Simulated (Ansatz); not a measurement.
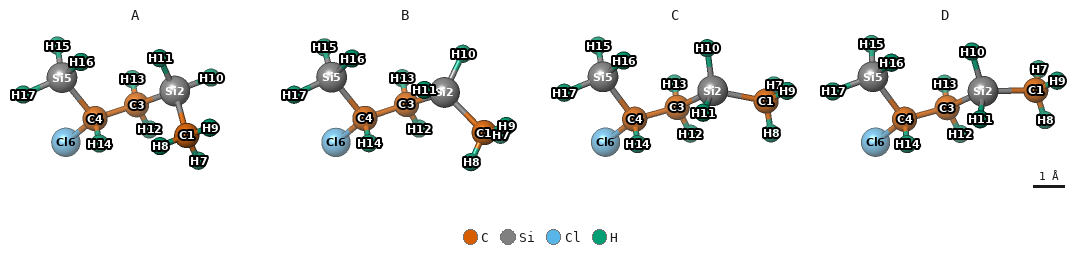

4 geometries from a converged minimum-energy path of C₃H₁₁ClSi₂, shuffled. Style: ball-and-stick. Shown from a free direction.

The calculation used Ansatz, RKS PBE0/STO-3G. Settings: 7 movable images; climbing image; force threshold 0.05 eV/Å; iteration limit 36; starting path by image-dependent pair potential.

> Which frame is the transition state?

B. In order along the path, whose images run from 0 to 8: D (image 0, 0.00 kJ/mol), C (image 1, +0.61 kJ/mol), B (image 4, +4.97 kJ/mol), A (image 7, +1.16 kJ/mol). The motion is a rotation about the Si2–C3 bond by about 115°. No bond forms or breaks between the ends.

Limits of the set-up: STO-3G is a minimal basis, so the numbers are rough.
